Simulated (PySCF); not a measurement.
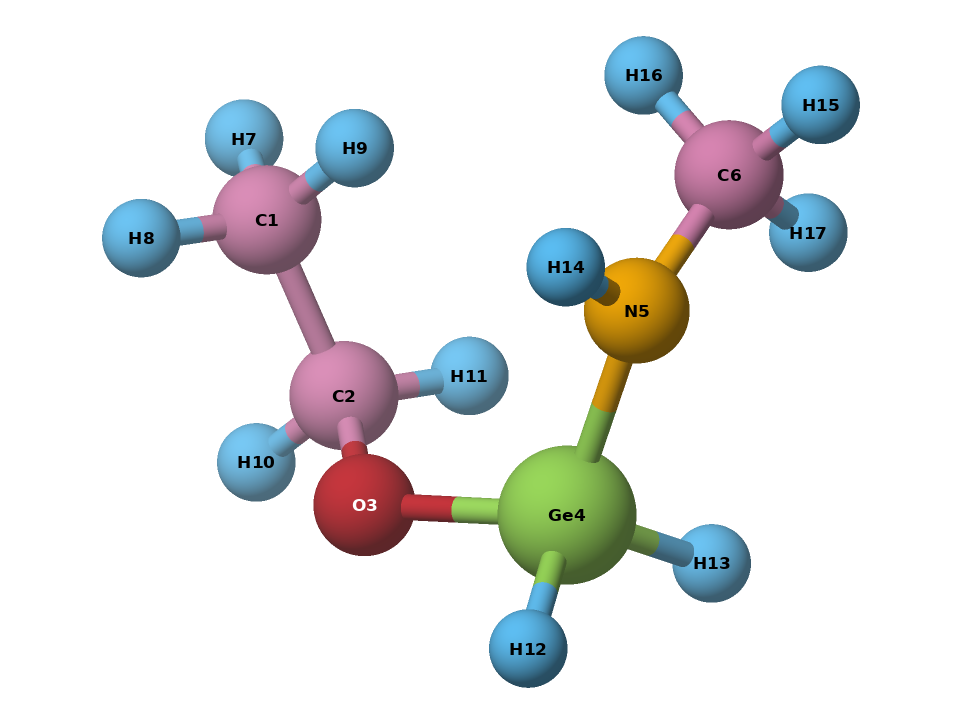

The computed structure is the end point of a PBE0-D3(BJ)/def2-SVP optimisation. No frequency run is at hand to confirm it as a minimum. Properties computed with B3LYP/pcJ-1 (pcSseg-1 on Ge) indirect spin-spin coupling, non-relativistic, gas phase (PySCF 2.14.0). Isotopes: 13C, 1H, 15N, 17O.

Give the spin–spin coupling constants of these pairs, with the number of bonds between them: N5/H14, N5/C6, O3/N5, N5/H13, N5/H12, N5/H17, N5/H15.

```csv
pair,bonds apart,J (Hz)
"N5, H14",1,−81.9
"N5, C6",1,−9.3
"O3, N5",2,1.1
"N5, H13",2,−11.0
"N5, H12",2,−12.2
"N5, H17",2,−1.2
"N5, H15",2,−2.3
```
